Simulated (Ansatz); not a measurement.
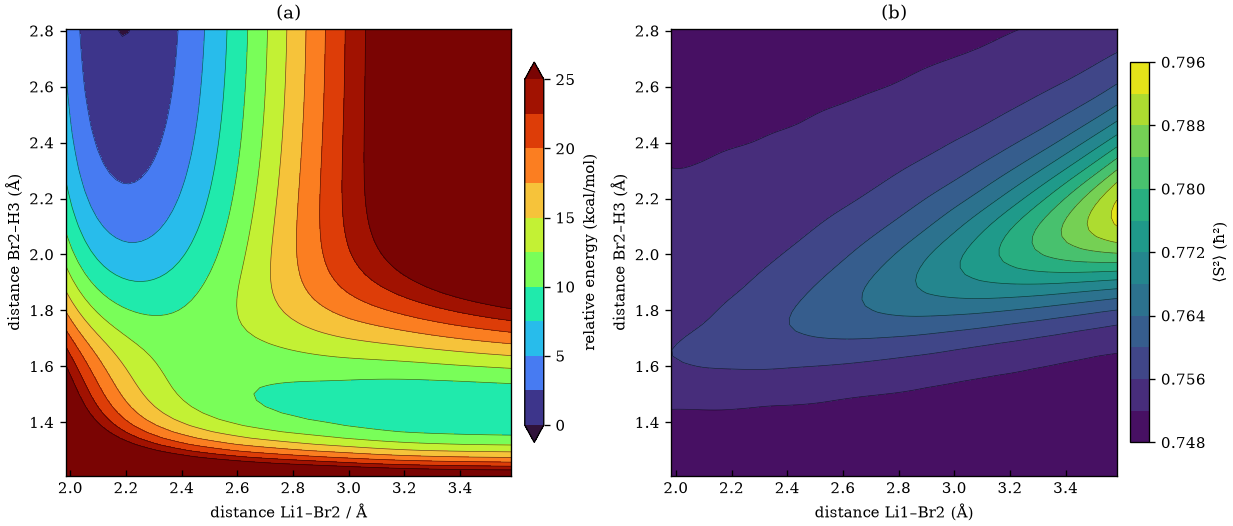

The system Li + BrH, spin multiplicity 2. First axis: distance Li1–Br2. Second axis: distance Br2–H3. Nothing is relaxed (the angle Li1–Br2–H3 is fixed at 180 degrees). Grid: 17 × 17 points. All energies are given in kcal/mol relative to the lowest grid point. These are results of UKS PBE0-D4/def2-SVPD (Ansatz), not measurements.

Panel (a) is the energy and panel (b) the computed ⟨S²⟩ on the same grid.

Drawn: filled contours, one colour for all values above the top of the scale. Between grid points the surface is interpolated.

Question: How does the ⟨S²⟩ vary over the map, and what is it at the lowest grid point?

Answer: Leaving out the highest fifth of the energies, it runs from 0.75 ħ² at distance Li1–Br2 = 3.085 Å, distance Br2–H3 = 1.252 Å to 0.78 ħ² at distance Li1–Br2 = 3.329 Å, distance Br2–H3 = 1.965 Å. At the lowest grid point, distance Li1–Br2 = 2.166 Å, distance Br2–H3 = 2.808 Å, it is 0.75 ħ². That point lies on the edge of the scan.
